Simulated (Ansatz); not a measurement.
Geometry relaxation, with input and output: C$_{2}$H$_{5}$Si (charge +1) (part 2 of 2)

The same run, continued: C$_{2}$H$_{5}$Si, charge +1; RKS r2SCAN-D4/def2-SVP (Ansatz 0.2.0). It belongs to a series of runs on one base structure; here: end point A relaxed.

Geometry of the input (Å):
```
C  -0.7027  1.0728  -0.4211
C  0.0458  -0.1020  -0.2736
Si 0.8657  -1.3841  0.6386
H  -1.4692  0.9619  -1.2046
H  -0.0118  1.7576  -0.9494
H  -1.0911  1.5558  0.4790
H  2.2931  -1.2910  0.8566
H  0.0702  -2.5711  0.8744
```

Trajectory as extended XYZ, continued:
```
8
Properties=species:S:1:pos:R:3:forces:R:3 step=8 energy=-10015.46618
C    -0.8126    1.0295   -0.4129    0.1684   0.0161  -0.0871
C    -0.0860   -0.0645    0.0279   -0.1130   0.0579  -0.0007
Si    0.8762   -1.3885    0.5570    0.0169  -0.0339   0.0184
H    -1.2868    0.9780   -1.4089   -0.0643   0.0058   0.0046
H     0.1991    1.5501   -0.6150   -0.0012  -0.0586   0.0316
H    -1.3068    1.6772    0.3309   -0.0511   0.0142   0.0353
H     2.3423   -1.2411    0.5016    0.0212   0.0033   0.0019
H     0.0746   -2.5408    1.0194    0.0231  -0.0047  -0.0041
8
Properties=species:S:1:pos:R:3:forces:R:3 step=9 energy=-10015.46801
C    -0.8138    1.0298   -0.4176    0.0312   0.0495  -0.0090
C    -0.0975   -0.0667    0.0313   -0.0462   0.0443  -0.0215
Si    0.8742   -1.3886    0.5519   -0.0168  -0.0304   0.0224
H    -1.2844    0.9858   -1.4173   -0.0024   0.0086   0.0419
H     0.2124    1.5353   -0.5938   -0.0235  -0.0509   0.0097
H    -1.3133    1.6803    0.3254    0.0168  -0.0262  -0.0375
H     2.3396   -1.2352    0.4888    0.0172   0.0110   0.0027
H     0.0827   -2.5406    1.0314    0.0238  -0.0058  -0.0086
8
Properties=species:S:1:pos:R:3:forces:R:3 step=10 energy=-10015.46928
C    -0.8163    1.0310   -0.4196   -0.0415   0.0133   0.0613
C    -0.1087   -0.0677    0.0344    0.0006   0.0002  -0.0321
Si    0.8706   -1.3878    0.5496   -0.0263  -0.0115   0.0167
H    -1.2887    0.9942   -1.4172    0.0186  -0.0021  -0.0122
H     0.2229    1.5120   -0.5870    0.0169  -0.0134  -0.0148
H    -1.3080    1.6892    0.3201    0.0095   0.0026  -0.0114
H     2.3353   -1.2227    0.4893    0.0077   0.0136  -0.0027
H     0.0931   -2.5482    1.0304    0.0146  -0.0026  -0.0047
8
Properties=species:S:1:pos:R:3:forces:R:3 step=11 energy=-10015.47047
C    -0.8280    1.0285   -0.4198   -0.0541   0.0894   0.0397
C    -0.1286   -0.0698    0.0394    0.0427  -0.0288  -0.0462
Si    0.8639   -1.3856    0.5453   -0.0216   0.0191   0.0093
H    -1.2883    1.0106   -1.4258    0.0671  -0.0166   0.0475
H     0.2447    1.4635   -0.5668   -0.0463  -0.0512  -0.0126
H    -1.3015    1.7089    0.3127    0.0166  -0.0203  -0.0305
H     2.3265   -1.1975    0.4819   -0.0091   0.0074  -0.0031
H     0.1112   -2.5585    1.0331    0.0047   0.0011  -0.0041
8
Properties=species:S:1:pos:R:3:forces:R:3 step=12 energy=-10015.47167
C    -0.8406    1.0264   -0.4180   -0.0830   0.1619   0.1769
C    -0.1463   -0.0712    0.0420    0.0525  -0.0524  -0.0421
Si    0.8568   -1.3820    0.5433   -0.0003   0.0455   0.0020
H    -1.2840    1.0259   -1.4284    0.0187  -0.0306  -0.0377
H     0.2603    1.4075   -0.5551   -0.0015  -0.0367  -0.0043
H    -1.2915    1.7329    0.3080    0.0453  -0.0940  -0.0869
H     2.3171   -1.1689    0.4792   -0.0297  -0.0071  -0.0042
H     0.1284   -2.5707    1.0291   -0.0021   0.0135  -0.0036
8
Properties=species:S:1:pos:R:3:forces:R:3 step=13 energy=-10015.47336
C    -0.8631    1.0244   -0.4121   -0.0135   0.0632  -0.1332
C    -0.1762   -0.0723    0.0464    0.1298  -0.0521  -0.0391
Si    0.8454   -1.3734    0.5404    0.0083   0.0621  -0.0018
H    -1.2726    1.0543   -1.4401    0.0451  -0.0486   0.0753
H     0.2886    1.3149   -0.5228   -0.0625  -0.0801   0.0324
H    -1.2782    1.7600    0.2948   -0.0427   0.0454   0.0766
H     2.3016   -1.1248    0.4628   -0.0681  -0.0310   0.0042
H     0.1545   -2.5831    1.0306    0.0036   0.0412  -0.0145
8
Properties=species:S:1:pos:R:3:forces:R:3 step=14 energy=-10015.47585
C    -0.8755    1.0237   -0.4096   -0.0793   0.0688  -0.1063
C    -0.1873   -0.0705    0.0446    0.1538  -0.0365  -0.0235
Si    0.8417   -1.3648    0.5407    0.0107   0.0487  -0.0024
H    -1.2637    1.0654   -1.4447    0.0174  -0.0349   0.0589
H     0.3006    1.2607   -0.5046   -0.0280  -0.0611   0.0421
H    -1.2759    1.7753    0.2918   -0.0060   0.0026   0.0383
H     2.2960   -1.1065    0.4535   -0.0776  -0.0394   0.0107
H     0.1641   -2.5834    1.0283    0.0091   0.0519  -0.0178
8
Properties=species:S:1:pos:R:3:forces:R:3 step=15 energy=-10015.47683
C    -0.9226    1.0207   -0.4022   -0.1473   0.0608  -0.0714
C    -0.2137   -0.0583    0.0306    0.2877  -0.0999   0.0921
Si    0.8345   -1.3302    0.5394   -0.0771  -0.0381   0.0120
H    -1.2446    1.0990   -1.4538   -0.0708   0.0224  -0.0578
H     0.3394    1.0785   -0.4422    0.0322   0.0896  -0.0052
H    -1.2654    1.8190    0.2809    0.0178  -0.0541   0.0291
H     2.2844   -1.0579    0.4333   -0.0788  -0.0445   0.0157
H     0.1880   -2.5708    1.0140    0.0363   0.0639  -0.0144
8
Properties=species:S:1:pos:R:3:forces:R:3 step=16 energy=-10015.48227
C    -0.9038    1.0228   -0.4095   -0.1510   0.0301  -0.0538
C    -0.1927   -0.0578    0.0277    0.1940   0.0447  -0.0138
Si    0.8402   -1.3409    0.5380   -0.0247  -0.0097   0.0073
H    -1.2607    1.0881   -1.4561    0.0466   0.0078   0.0991
H     0.3352    1.1570   -0.4604   -0.1262  -0.0310   0.0318
H    -1.2851    1.7893    0.2935    0.0937  -0.0581  -0.0658
H     2.2930   -1.0949    0.4401   -0.0335  -0.0189   0.0148
H     0.1739   -2.5636    1.0266    0.0012   0.0351  -0.0197
8
Properties=species:S:1:pos:R:3:forces:R:3 step=17 energy=-10015.48130 accepted=F
C    -0.9405    0.9948   -0.4020    0.3638   0.2260  -0.0507
C    -0.1490   -0.0389    0.0090    0.0403   0.1848  -0.0686
Si    0.8683   -1.3206    0.5424   -0.1277  -0.0106  -0.0223
H    -1.2810    1.0755   -1.4524   -0.0916  -0.0259   0.1212
H     0.3290    1.1556   -0.4662   -0.1817  -0.1871   0.0697
H    -1.2787    1.7763    0.3072   -0.1021  -0.1281  -0.0909
H     2.3251   -1.1330    0.4664    0.0573  -0.0040   0.0053
H     0.1268   -2.5096    0.9957    0.0417  -0.0551   0.0364
8
Properties=species:S:1:pos:R:3:forces:R:3 step=18 energy=-10015.48435
C    -0.9142    1.0161   -0.4093    0.0756  -0.3607  -0.0238
C    -0.1616   -0.0420    0.0141   -0.0328  -0.0064   0.0038
Si    0.8529   -1.3321    0.5372   -0.0080   0.0234  -0.0123
H    -1.2732    1.0827   -1.4444   -0.0726   0.0156  -0.2100
H     0.3181    1.1656   -0.4628    0.1559   0.0520  -0.0202
H    -1.2813    1.7679    0.2930   -0.1315   0.2885   0.2567
H     2.3089   -1.1224    0.4561    0.0231  -0.0083   0.0072
H     0.1503   -2.5359    1.0160   -0.0096  -0.0040  -0.0014
8
Properties=species:S:1:pos:R:3:forces:R:3 step=19 energy=-10015.48491
C    -0.9356    1.0043   -0.4065   -0.0900   0.0522   0.1220
C    -0.1376   -0.0275   -0.0028   -0.1793   0.0377   0.0139
Si    0.8663   -1.3189    0.5319   -0.0376   0.0015   0.0023
H    -1.2953    1.0784   -1.4519    0.0116   0.0218   0.1231
H     0.3278    1.1306   -0.4600    0.2122   0.1204  -0.0557
H    -1.2844    1.7801    0.3120    0.0352  -0.2032  -0.2064
H     2.3259   -1.1384    0.4795    0.0400  -0.0004  -0.0150
H     0.1329   -2.5085    0.9979    0.0077  -0.0300   0.0158
8
Properties=species:S:1:pos:R:3:forces:R:3 step=20 energy=-10015.46266 accepted=F
C    -0.9195    0.9944   -0.4112   -0.4840   0.8541  -0.4567
C    -0.1574   -0.0334   -0.0039    0.7450  -0.6572   0.3363
Si    0.8521   -1.3187    0.5313    0.0400  -0.1133   0.0269
H    -1.2397    1.1011   -1.4619   -0.0705  -0.0614  -0.0575
H     0.3491    1.1748   -0.4036   -0.2609  -0.1706   0.0108
H    -1.3377    1.7328    0.2898    0.0391   0.1419   0.1371
H     2.3114   -1.1549    0.3969   -0.0110   0.0381   0.0705
H     0.1416   -2.4961    1.0627    0.0022  -0.0315  -0.0673
8
Properties=species:S:1:pos:R:3:forces:R:3 step=21 energy=-10015.48948
C    -0.9265    1.0078   -0.4068   -0.0086   0.0157   0.0044
C    -0.1457   -0.0299    0.0086   -0.0185   0.0105  -0.0038
Si    0.8595   -1.3248    0.5351    0.0157   0.0062  -0.0069
H    -1.2877    1.0801   -1.4481    0.0067  -0.0104  -0.0083
H     0.3339    1.1523   -0.4606    0.0013  -0.0102   0.0041
H    -1.2937    1.7739    0.2993    0.0069  -0.0044   0.0054
H     2.3199   -1.1376    0.4651   -0.0021  -0.0026   0.0022
H     0.1403   -2.5216    1.0074   -0.0015  -0.0048   0.0029
8
Properties=species:S:1:pos:R:3:forces:R:3 step=22 energy=-10015.48953
C    -0.9288    1.0089   -0.4065   -0.0001  -0.0221  -0.0012
C    -0.1467   -0.0270    0.0100    0.0062  -0.0101   0.0102
Si    0.8590   -1.3233    0.5321    0.0011   0.0009  -0.0001
H    -1.2865    1.0763   -1.4491   -0.0030   0.0162  -0.0067
H     0.3373    1.1458   -0.4558   -0.0039   0.0045  -0.0025
H    -1.2943    1.7758    0.2990   -0.0016   0.0136  -0.0005
H     2.3195   -1.1367    0.4638    0.0002  -0.0001  -0.0004
H     0.1405   -2.5199    1.0066    0.0010  -0.0030   0.0012
8
Properties=species:S:1:pos:R:3:forces:R:3 step=23 energy=-10015.48957
C    -0.9290    1.0083   -0.4064    0.0084   0.0043  -0.0114
C    -0.1483   -0.0289    0.0104    0.0032   0.0001   0.0031
Si    0.8588   -1.3241    0.5329   -0.0004  -0.0006  -0.0002
H    -1.2853    1.0790   -1.4496   -0.0044   0.0013   0.0048
H     0.3354    1.1464   -0.4568   -0.0023  -0.0045   0.0022
H    -1.2929    1.7768    0.2984   -0.0044   0.0003   0.0012
H     2.3191   -1.1356    0.4636   -0.0011   0.0004  -0.0001
H     0.1423   -2.5219    1.0075    0.0009  -0.0013   0.0006
```

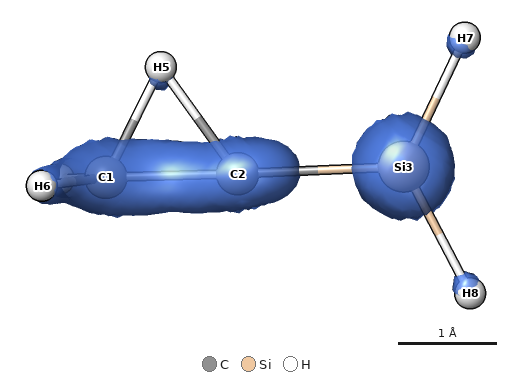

Isosurface of the total electron density at 1.5 e/Å³ (blue), seen face on. At this value the surface falls into five separate pieces. It is pinched off along the C–Si (1.72 Å) and Si–H (1.47 Å) contacts. On the grid the lowest density along these lines, outside the cores, is 2.1 e/Å³ (C–C, 1.36 Å), 0.91 e/Å³ (C–Si, 1.72 Å), 1.8 e/Å³ (C–H, 1.10 Å) and 0.81 e/Å³ (Si–H, 1.47 Å).

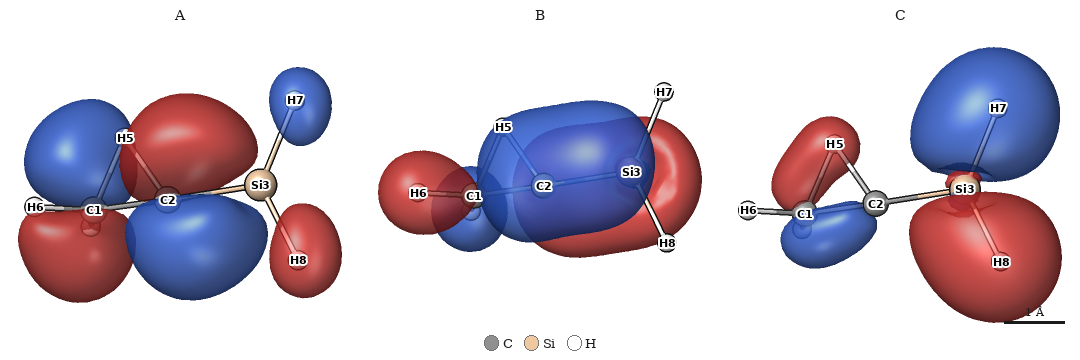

Three frontier orbitals at ±0.1 Å⁻³ᐟ² (red and blue are the two phases). C is the HOMO−1 (−15.06 eV). Its weight (Hirshfeld) is mainly on Si3 (40 %), H7 (25 %) and H8 (25 %). B is the HOMO (−11.80 eV). A is the LUMO (−8.82 eV). Its weight (Hirshfeld) is mainly on C2 (40 %), C1 (30 %) and Si3 (15 %); π-antibonding (π*) across C2–C1. The HOMO–LUMO gap is 2.98 eV between the orbital energies.

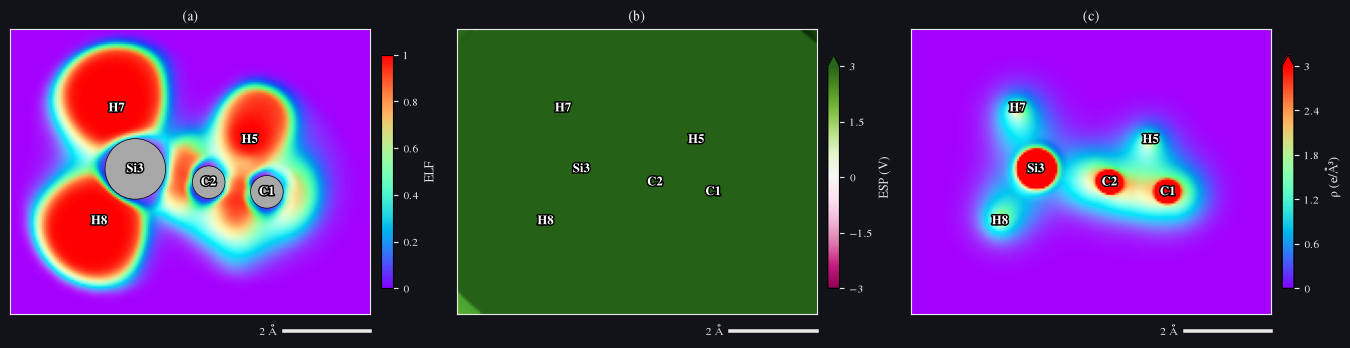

(a) ELF; (b) molecular electrostatic potential; (c) electron density on the plane of atoms C2, Si3 and H7. Grey discs, where drawn, cover atomic cores. The section cuts through C, Si and H sites. Si–H (1.47 Å): ρ is about 0.81 e/Å³ halfway; the ELF climbs to about 1 towards the hydrogen, as it does in any bond to H. The potential has no marked negative region in this plane.
